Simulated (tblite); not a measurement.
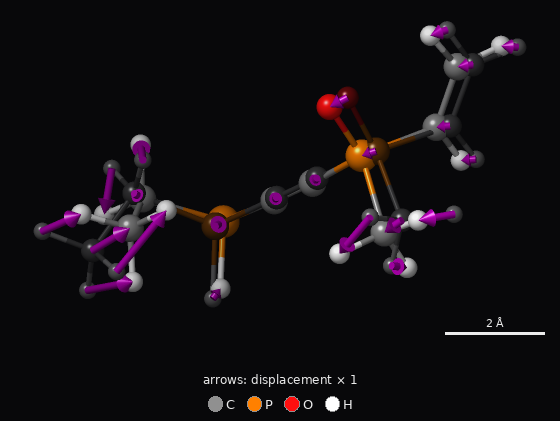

A relaxation of C₇H₁₂OP₂. The starting structure is drawn faded, the final one solid; purple arrows show the displacements, at their true length. The two geometries are superimposed by the best rigid fit.

A ball-and-stick model, seen from a free direction.

Computed with GFN2-xTB geometry optimisation, gas phase (tblite 0.8.0). 

**Atoms of which element are displaced furthest, and by how much?**

Hydrogen: up to 1.66 Å, against 1.08 Å for carbon.

**Describe the change and its energy.**

After 207 geometry steps the energy has fallen by 102.7 kJ/mol. The largest moves after the best rigid fit, 1.66 Å, are those of H atoms. Largest moves by element: H 1.66 Å, C 1.08 Å, P 0.48 Å, O 0.41 Å. Near-neighbour distances that change, for instance: H–P 1.471 → 1.406 Å, C–P 1.817 → 1.765 Å, C–H 1.125 → 1.089 Å, O–P 1.498 → 1.466 Å. Among the angles between lasting bonds that change: C–P–H 110.8° → 93.6°, C–P–H 109.5° → 95.7°, C–P–C 107.2° → 98.0°. Groups turn about C–P by about 35°. Cost: 3.4 s on 1 thread of Arm Neoverse N1, on a shared host.
